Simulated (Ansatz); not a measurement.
# The gap of Ba2SrTi3O9 (perovskite [001] superlattice) (P4mm): a ladder of methods and an error budget, part 2 of 2

Wanted: the gap of Ba2SrTi3O9 (perovskite [001] superlattice) (P4mm) by functionals, hybrids and G0W0, carried to the basis limit, with what remains uncertain.

Ansatz 0.2.0; density functionals, hybrids, G0W0, plane waves, PAW. Known limits of the many-body steps: not at the basis limit; no spin-orbit coupling.

So far. Step 3 (PBEsol bands): The gap is indirect, with the least direct gap 0.39 eV higher. The relaxed cell has a = 3.935, c = 11.979 Å (conventional setting).

The structure was built from a prototype and need not be the compound's stable phase.

### 4. PBEsol+SOC

Spin-orbit coupling can split or shift the edges; a non-collinear run measures by how much.

This step: DFT, PBEsol with spin-orbit coupling, plane waves, PAW; PAW set soft_1.

The input, input.yaml:

```yaml
crystal:
  lattice:
    - [3.9349802706, 0.0, 0.0]
    - [0.0, 3.9349802706, 0.0]
    - [0.0, 0.0, 11.9786531724]
  atoms:
    - { symbol: Sr, position: [0.0, 0.0, 0.084275811] }
    - { symbol: O, position: [0.5, 0.5, 0.076645523] }
    - { symbol: Ti, position: [0.5, 0.5, 0.2485044074] }
    - { symbol: O, position: [0.5, 0.0, 0.2366435965] }
    - { symbol: O, position: [0.0, 0.5, 0.2366435965] }
    - { symbol: Ba, position: [0.0, 0.0, 0.4133352158] }
    - { symbol: O, position: [0.5, 0.5, 0.40474618] }
    - { symbol: Ti, position: [0.5, 0.5, 0.586817754] }
    - { symbol: O, position: [0.5, 0.0, 0.5765820441] }
    - { symbol: O, position: [0.0, 0.5, 0.5765820441] }
    - { symbol: Ba, position: [0.0, 0.0, 0.751359634] }
    - { symbol: O, position: [0.5, 0.5, 0.7421782604] }
    - { symbol: Ti, position: [0.5, 0.5, 0.9242476745] }
    - { symbol: O, position: [0.5, 0.0, 0.9159179191] }
    - { symbol: O, position: [0.0, 0.5, 0.9159179191] }
kpoints:
  mp_grid: { grid: [6, 6, 2] }
  band_path:
    path:
      - [0.0, 0.0, 0.0]
      - [0.0, 0.5, 0.0]
      - [0.5, 0.5, 0.0]
      - [0.0, 0.0, 0.5]
      - [0.0, 0.5, 0.5]
      - [0.5, 0.5, 0.5]
    npoints: 1
hamiltonian:
  xc: pbesol
  pseudopotentials: { kind: paw_fr, azcp: { folder: soft_1 }, xc_functional: pbe }
scf:
  occupations: { method: fixed }
  n_extra_bands: 18
magnetization:
  noncollinear: true
  spin_orbit: true
output:
  eigenvalues: true
  forces: true
  stress: true
```

Started as:

```bash
$ ansatz run input.yaml --threads 3 --pin off --max-ram 92160MiB --backend cuda --events-out ev --progress --plain --runs-dir out --devices 1 --max-vram 13GiB
```

Numbers of over 12 decimals in the logs are rounded to 6 here.

Log:

```text
[...]
GPUs: using 1 of 1 available (devices: 1).
[...]
non-collinear run that drives no moment, with spin-orbit: no starting moment large enough to seed its density (crystal.atoms[].spin), no starting occupations that ask for one, no magnetisation constraint and no magnetic field, so the semilocal B_xc is pinned to zero
[...]
k-point 1: bands = [... 116 lower, 9.8016, 9.8016, 9.8708, 9.8708, 12.1521, 12.1521, 12.1653, 12.1653, ... 14 higher]
  k-point 2: bands = [... 116 lower, 9.6346, 9.6539, 9.7701, 9.8042, 12.4332, 12.4392, 12.6818, 12.6885, ... 14 higher]
  k-point 19: bands = [... 116 lower, 10.2255, 10.2255, 10.2743, 10.2743, 14.1748, 14.1748, 14.1855, 14.1855, ... 14 higher]
[key lines of the parts left out:]
SCF converged after 12 iterations
Magnetization: |M| = 0.0000 μB,  M = (+0.0000, +0.0000, +0.0000) μB
Free energy (F): -27722.680744 eV
Fermi energy:    10.274251 eV
P = ⅓ Tr σ = -0.0257 GPa (-0.257 kbar)
```

The job ended after 17 s (1 × NVIDIA H100 80GB HBM3 (shared by 6 runs) with 3 threads of AMD EPYC 7R13 (Zen 3), shared host; peak memory 1.2 GiB).

This step gave:

```yaml
pressure: -0.02571 GPa
gap: 1.850 eV
valence_top_at: A
conduction_bottom_at: Γ
least_direct_gap: 2.196 eV
```

The gap is that of PBEsol.

### 5. HSE06

HSE06 mixes in a quarter of exact exchange at short range. Exchange couples all pairs of k points, which makes a full band path dear, so levels are read on the mesh and at chosen points.

This step: DFT, HSE06, plane waves, PAW; PAW set soft_1.

Changes to input.yaml since step 4:

```diff
@@ -22,3 +22,3 @@
 kpoints:
-  mp_grid: { grid: [6, 6, 2] }
+  mp_grid: { grid: [4, 4, 2] }
   band_path:
@@ -33,13 +33,8 @@
 hamiltonian:
-  xc: pbesol
-  pseudopotentials: { kind: paw_fr, azcp: { folder: soft_1 }, xc_functional: pbe }
+  xc: hse06
+  pseudopotentials: { kind: paw, azcp: { folder: soft_1 } }
 scf:
   occupations: { method: fixed }
-  n_extra_bands: 18
-magnetization:
-  noncollinear: true
-  spin_orbit: true
+  n_extra_bands: 9
 output:
   eigenvalues: true
-  forces: true
-  stress: true
```

Log:

```text
[...]
GPUs: using 1 of 1 available (devices: 1).
[...]
davidson cushion auto → on  (no smearing: the cushion is to keep the highest requested band from converging to the state above it; pin scf.eigensolver.cushion to override)
[...]
GPU FFT provider: cuFFT
GPU libraries: cuBLAS 13.8.2, cuFFT 12.4.0, cuSOLVER 12.3.4
Crystal: 15 atoms, lattice volume = 185.478 Å³
Basis set: ecut = 420 eV, 3633 PW (Γ)
[...]
Fermi energy:    9.398949 eV
[...]
--- Band table (eV; the first three rows and the last of 12) ---
  k-point 0: bands = [... 56 lower, 8.7439, 8.9329, 9.0185, 9.0185, 12.7361, 12.8362, 12.8898, 13.0122, ... 5 higher]
  k-point 1: bands = [... 56 lower, 8.8842, 8.8842, 8.9472, 8.9472, 12.7584, 12.7937, 12.9100, 13.4585, ... 5 higher]
  k-point 2: bands = [... 56 lower, 8.5872, 8.6260, 8.7082, 8.7467, 13.0745, 13.8020, 13.8083, 13.8542, ... 5 higher]
  k-point 11: bands = [... 56 lower, 9.2396, 9.3409, 9.3447, 9.3989, 14.9498, 14.9498, 14.9649, 14.9649, ... 5 higher]
[key lines of the parts left out:]
Free energy (F): -28083.484491 eV
```

It took 60 s on 1 × NVIDIA H100 80GB HBM3 (shared by 6 runs) with 3 threads; peak memory 1.7 GiB.

Numbers from this step:

| Quantity | Value |
| --- | --- |
| gap | 3.337 eV |
| valence top at | A |
| conduction bottom at | Γ |
| least direct gap | 3.718 eV |

The gap stands +1.49 eV against PBEsol.

### 6. G0W0, 6×6×2 mesh, 157 empty bands, screening to 52 eV, PAW set soft_1 files

Now the one-shot GW correction: screening in the RPA, then the self-energy of the levels asked for. This step takes PAW set soft_1 files.

This step: G0W0 on PBEsol, plane waves, PAW; PAW set soft_1.

Changes to input.yaml since step 5:

```diff
@@ -22,19 +22,13 @@
 kpoints:
-  mp_grid: { grid: [4, 4, 2] }
-  band_path:
-    path:
-      - [0.0, 0.0, 0.0]
-      - [0.0, 0.5, 0.0]
-      - [0.5, 0.5, 0.0]
-      - [0.0, 0.0, 0.5]
-      - [0.0, 0.5, 0.5]
-      - [0.5, 0.5, 0.5]
-    npoints: 1
+  mp_grid: { grid: [6, 6, 2] }
 hamiltonian:
-  xc: hse06
-  pseudopotentials: { kind: paw, azcp: { folder: soft_1 } }
+  xc: pbesol
+  pseudopotentials: { kind: paw, azcp: { folder: soft_1 }, xc_functional: pbe }
 scf:
   occupations: { method: fixed }
-  n_extra_bands: 9
-output:
-  eigenvalues: true
+gw:
+  n_empty_bands: 157
+  ecut_chi: 52
+  qp_bands: [v4, c4]
+  qp_kpoints: band_edges
+  screening: { model: contour_deformation }
```

Log:

```text
GPUs: using 1 of 1 available (devices: 1).
[...]
GPU FFT provider: cuFFT
GPU libraries: cuBLAS 13.8.2, cuFFT 12.4.0, cuSOLVER 12.3.4
Crystal: 15 atoms, lattice volume = 185.478 Å³
Basis set: ecut = 420 eV, 3633 PW (Γ)
Bands: 75, of which v1, the nominal top of the filled ones, is band 60 counted from 1 (59 counted from 0)
Symmetry: 8 space group operations
[...]
k-points: 20 of 72
[...]
19    60     10.2768   -25.8891     5.0884   -20.7994  0.7326    10.2755    10.2755  root
    19    61     14.1846   -14.6768    -6.6156   -23.1790  0.7028    16.2129    16.0712  root ?
    19    62     14.1846   -14.6768    -6.6156   -23.1790  0.7028    16.2129    16.0712  root ?
    19    63     14.1948   -14.7635    -6.5758   -23.2350  0.7037    16.2330    16.0906  root ?
    19    64     14.1948   -14.7635    -6.5758   -23.2350  0.7037    16.2330    16.0906  root ?
[key lines of the parts left out:]
SCF converged after 11 iterations
Free energy (F): -27712.531684 eV
Fermi energy:    10.276804 eV
```

It took 51 s on 1 × NVIDIA H100 80GB HBM3 (shared by 6 runs) with 3 threads; peak memory 1.6 GiB.

Numbers from this step:

| Quantity | Value |
| --- | --- |
| bands summed | 217 |
| RPA ε∞ on this mesh (eigenvalues) | 5.762, 6.274, 6.274 |
| plane waves in the screening matrix | 163 |
| G0W0 gap on the mesh | 3.706 eV |
| k of the valence top | -0.5, -0.5, -0.5 |
| k of the conduction bottom | 0, 0, 0 |
| starting gap on the mesh | 1.851 eV |
| least direct G0W0 gap on the computed points | 4.017 eV |

The gap on the mesh goes from 1.85 eV to 3.71 eV, a correction of +1.86 eV. Between the two edge states, bare exchange in place of the xc potential would open the gap by 12.77 eV, and correlation takes back 10.91 eV.

### 7. G0W0, 6×6×2 mesh, 624 empty bands, screening to 130 eV, PAW set soft_1 files

Bands and screening cutoff are moved together, since each hides the error of the other.

Changes to input.yaml since step 6:

```diff
@@ -29,4 +29,4 @@
 gw:
-  n_empty_bands: 157
-  ecut_chi: 52
+  n_empty_bands: 624
+  ecut_chi: 130.0
   qp_bands: [v4, c4]
```

Log:

```text
GPUs: using 1 of 1 available (devices: 1).
[...]
GPU FFT provider: cuFFT
GPU libraries: cuBLAS 13.8.2, cuFFT 12.4.0, cuSOLVER 12.3.4
Crystal: 15 atoms, lattice volume = 185.478 Å³
Basis set: ecut = 420 eV, 3633 PW (Γ)
Bands: 75, of which v1, the nominal top of the filled ones, is band 60 counted from 1 (59 counted from 0)
Symmetry: 8 space group operations
[...]
k-points: 20 of 72
[...]
GPU buffer pool allocated for 59049 grid points (all kernels)
[...]
SCF iter   1: F=—  HF=-27713.904520 eV  |F-HF|=—  |Δ(HF+E_count)|=         —  Δρ=5.55e-2  dr2=6.96e0  ethr=3.10e-3  ⟨swp⟩=4.7  Hψ=5040  notcnv=0  defer=240
[...]
SCF iter  11: F=-27712.531684 eV  HF=-27712.531684 eV  |F-HF|=3.24e-8  |Δ(HF+E_count)|=   1.05e-7  Δρ=6.67e-6  dr2=8.17e-8  ethr=8.33e-11  ⟨swp⟩=13.8  Hψ=7300  notcnv=0
SCF 1 converged in 11 iterations: F = -27712.531684 eV  dr2 = 8.17e-8
[...]
G₀W₀ screening: q 1/20
[... further progress lines ...]
SCF converged after 11 iterations
Free energy (F): -27712.531684 eV
[...]
Internal energy: -27712.531684 eV  (E = F + TS)
E sigma→0 (E₀):  -27712.531684 eV
Fermi energy:    10.276804 eV
[...]
--- Band table (eV; the first three rows and the last of 20) ---
  k-point 0: bands = [... 56 lower, 9.6579, 9.8367, 9.8911, 9.8911, 12.1274, 12.2156, 12.2590, 12.4191, ... 11 higher]
  k-point 1: bands = [... 56 lower, 9.7775, 9.7775, 9.8327, 9.8327, 12.1548, 12.1680, 12.2792, 12.8419, ... 11 higher]
  k-point 2: bands = [... 56 lower, 9.4007, 9.4457, 9.6504, 9.7782, 12.4392, 12.6888, 12.7371, 12.7587, ... 11 higher]
  k-point 19: bands = [... 56 lower, 10.1260, 10.2195, 10.2286, 10.2768, 14.1846, 14.1846, 14.1948, 14.1948, ... 11 higher]
[...]
bands read: the sum over 684 bands ends inside a degenerate multiplet in 2 slots, whose members it reads at an even weight; the widest, k=0: bands 684 to 685 (counted from 1) at 1/2 each
[...]
0    57      9.6579   -25.7801     4.4648   -20.9354  0.7281     9.2753     9.2780  root
     0    58      9.8367   -26.0514     4.3686   -21.3384  0.7300     9.4902     9.4923  root
     0    59      9.8911   -25.6276     4.1987   -21.0958  0.7304     9.5561     9.5580  root
     0    60      9.8911   -25.6276     4.1987   -21.0958  0.7304     9.5561     9.5580  root
     0    61     12.1274   -12.6040    -6.3971   -20.2804  0.7433    13.4372    13.4067  root
     0    62     12.2156   -12.7824    -6.5288   -20.6177  0.7396    13.5552    13.5221  root
     0    63     12.2590   -12.8033    -6.5687   -20.6869  0.7389    13.6079    13.5739  root
     0    64     12.4191   -13.1738    -6.0115   -20.4420  0.7414    13.7054    13.6758  root
     1    57      9.7775   -25.7569     4.3395   -21.0579  0.7293     9.4157     9.4180  root
     1    58      9.7775   -25.7569     4.3395   -21.0579  0.7293     9.4157     9.4180  root
     1    59      9.8327   -25.6832     4.2989   -21.0405  0.7294     9.4867     9.4889  root
     1    60      9.8327   -25.6832     4.2989   -21.0405  0.7294     9.4867     9.4889  root
     1    61     12.1548   -12.6937    -6.4449   -20.4228  0.7415    13.4703    13.4390  root
     1    62     12.1680   -12.6318    -6.4439   -20.3705  0.7426    13.4946    13.4629  root
     1    63     12.2792   -12.8646    -6.6062   -20.7926  0.7377    13.6356    13.6010  root
     1    64     12.8419   -13.7349    -6.1437   -21.1555  0.7315    14.1528    14.1188  root
     2    57      9.4007   -25.2553     4.4928   -20.3784  0.7206     9.0134     9.0166  root
     2    58      9.4457   -25.2144     4.4856   -20.3410  0.7209     9.0546     9.0579  root
     2    59      9.6504   -25.2787     4.0077   -20.9542  0.7301     9.3318     9.3336  root
     2    60      9.7782   -25.9042     4.3692   -21.1847  0.7299     9.4257     9.4279  root
     2    61     12.4392   -13.2284    -6.0493   -20.5392  0.7406    13.7308    13.7007  root
     2    62     12.6888   -13.5857    -6.2901   -21.1347  0.7306    13.9809    13.9477  root
     2    63     12.7371   -13.6440    -6.3925   -21.3135  0.7289    14.0490    14.0142  root
     2    64     12.7587   -13.5381    -6.2234   -21.0453  0.7336    14.0762    14.0425  root
[...]
19    57     10.1260   -25.8041     4.6952   -20.7327  0.7225     9.7470     9.7497  root
    19    58     10.2195   -25.7667     4.7200   -20.6724  0.7211     9.8424     9.8451  root
    19    59     10.2286   -25.8203     4.7528   -20.7133  0.7203     9.8720     9.8745  root
    19    60     10.2768   -25.8891     4.7244   -20.7994  0.7213     9.9089     9.9115  root
    19    61     14.1846   -14.6768    -7.1918   -23.1790  0.6929    15.5536    15.4950  root
    19    62     14.1846   -14.6768    -7.1918   -23.1790  0.6929    15.5536    15.4950  root
    19    63     14.1948   -14.7635    -7.1494   -23.2350  0.6939    15.5760    15.5169  root
    19    64     14.1948   -14.7635    -7.1494   -23.2350  0.6939    15.5760    15.5169  root
```

Elapsed: 3.9 min, on 1 × NVIDIA H100 80GB HBM3 (shared by 6 runs) with 3 threads; peak memory 3.6 GiB.

This step gave:

```
bands summed                                 : 684
RPA ε∞ on this mesh (eigenvalues)            : 5.671, 6.180, 6.180
plane waves in the screening matrix          : 627
q-points in the mesh                         : 72
G0W0 gap on the mesh                         : 3.495 eV
k of the valence top                         : -0.5, -0.5, -0.5
k of the conduction bottom                   : 0, 0, 0
starting gap on the mesh                     : 1.851 eV
Z at the valence top                         : 0.7213
Z at the conduction bottom                   : 0.7433
least direct G0W0 gap on the computed points : 3.849 eV
```

Against the run with 6×6×2 mesh, 157 empty bands, screening to 52 eV, PAW set soft_1 files, the gap moves by −0.21 eV.

Limits: finite bands, cutoff and mesh; no spin-orbit coupling. v1 is the top filled band, c1 the lowest empty one. The levels before and after the correction (eV, zero at the valence-band top of each column):

|  | conduction bottom | valence top |
| --- | --- | --- |
| Kohn-Sham | 1.85 | 0.00 |
| G0W0 | 3.50 | 0.00 |

|  | level | occupation | energy (eV) |
| --- | --- | --- | --- |
| Kohn-Sham | Γ v3 | 2 | -0.440 |
| Kohn-Sham | Γ v2-v1 | 2 | -0.386 |
| Kohn-Sham | Γ c1 | 0 | 1.851 |
| Kohn-Sham | Γ c2 | 0 | 1.939 |
| Kohn-Sham | Γ c3 | 0 | 1.982 |
| Kohn-Sham | (-0.5 -0.5 -0.5) v3 | 2 | -0.057 |
| Kohn-Sham | (-0.5 -0.5 -0.5) v2 | 2 | -0.048 |
| Kohn-Sham | (-0.5 -0.5 -0.5) v1 | 2 | 0.000 |
| Kohn-Sham | (-0.5 -0.5 -0.5) c1-c2 | 0 | 3.908 |
| Kohn-Sham | (-0.5 -0.5 -0.5) c3 | 0 | 3.918 |
| G0W0 | Γ v3 | 2 | -0.419 |
| G0W0 | Γ v2-v1 | 2 | -0.353 |
| G0W0 | Γ c1 | 0 | 3.495 |
| G0W0 | Γ c2 | 0 | 3.611 |
| G0W0 | Γ c3 | 0 | 3.662 |
| G0W0 | (-0.5 -0.5 -0.5) v3 | 2 | -0.066 |
| G0W0 | (-0.5 -0.5 -0.5) v2 | 2 | -0.037 |
| G0W0 | (-0.5 -0.5 -0.5) v1 | 2 | 0.000 |
| G0W0 | (-0.5 -0.5 -0.5) c1-c2 | 0 | 5.583 |
| G0W0 | (-0.5 -0.5 -0.5) c3 | 0 | 5.605 |

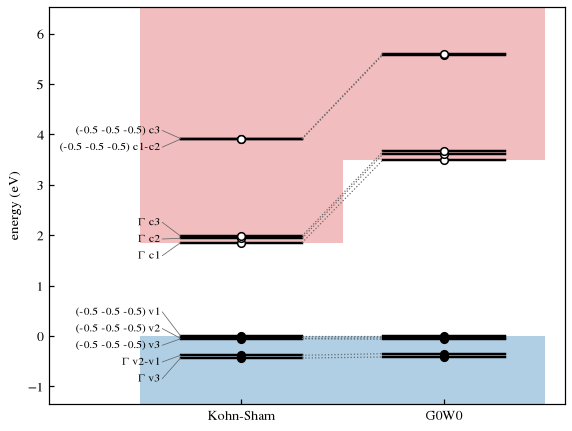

Levels before and after the correction. Shaded: valence and conduction bands. Filled marks are occupied levels, open marks empty ones.

The parts of the quasiparticle energy at the two band edges (eV; QP = start + Σx + Σc − Vxc):

| run | edge | start | Σx | Σc | Vxc | Z | QP |
| --- | --- | --- | --- | --- | --- | --- | --- |
| 217 bands | valence top | 10.28 | -25.89 | 5.09 | -20.80 | 0.73 | 10.28 |
| 217 bands | conduction bottom | 12.13 | -12.60 | -5.82 | -20.28 | 0.75 | 13.98 |
| 684 bands | valence top | 10.28 | -25.89 | 4.72 | -20.80 | 0.72 | 9.91 |
| 684 bands | conduction bottom | 12.13 | -12.60 | -6.40 | -20.28 | 0.74 | 13.41 |

### 8. The ladder

Times are wall times on 1 × NVIDIA H100 80GB HBM3 (shared by 6 runs) with 3 threads of AMD EPYC 7R13 (Zen 3), shared host, good to a factor of about two. G0W0 rows are gaps on the mesh, lowered by the amount that the mesh misses the start's edges, a rough step that assumes the same correction there.

| level | gap (eV) | least direct gap (eV) | time |
| --- | --- | --- | --- |
| PBEsol | 1.85 | 2.24 | 18 s |
| PBEsol+SOC | 1.85 | 2.20 | 17 s |
| HSE06 | 3.34 | 3.72 | 60 s |
| G0W0@PBEsol (157 empty bands) | 3.71 | - | 51 s |
| G0W0@PBEsol (624 empty bands) | 3.50 | - | 3.9 min |

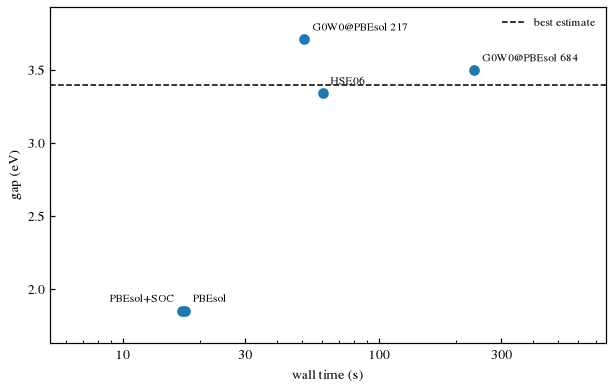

Result against wall time.

### 9. Adding up the best estimate

| term | eV | running total (eV) |
| --- | --- | --- |
| G0W0 on the mesh, top rung | 3.495 | 3.495 |
| to the limit, by a line in one over the bands through the two top rungs | −0.098 | 3.397 |
| spin-orbit change, from PBEsol | −0.001 | 3.397 |

### 10. Outcome

- PBEsol gap: 1.85 eV, indirect
- HSE06: 3.34 eV
- G0W0, top rung on the mesh: 3.50 eV
- best estimate, G0W0@PBEsol with spin-orbit change: 3.40 eV
- GW settings of the top rung: 6×6×2 mesh, 624 empty bands, screening to 130 eV, PAW set soft_1 files
- known limits: one-shot GW, static lattice; one k mesh, untested

What this shows: The best estimate for G0W0@PBEsol is 3.40 eV, indirect by PBEsol+SOC, against 1.85 eV at the start (both with spin-orbit coupling). The limit rests on the two highest rungs, unchecked by another pair. Among the functionals HSE06 comes nearest: −0.06 eV from the estimate. All runs took 7.6 min, 63 % of it in G0W0.

[Paths, hosts, dates, memory and timing lines, banners, echoed tables and standing remarks are left out of the program output.]

[Logs are printed without paths, hosts, clocks, repeated set-up lines and the standing remarks that a program may print on its own settings, such as how far it seeks lower states.]

[Runs of the session that timed out or met a known fault of the program may be left out.]

[Cells called generated may have been cut or substituted from an entry of the Crystallography Open Database or the Materials Project.]

[Hosts, paths, dates, database ids (printed as entryN), source tags and the programs' standing remarks are cut or masked in the printed files.]
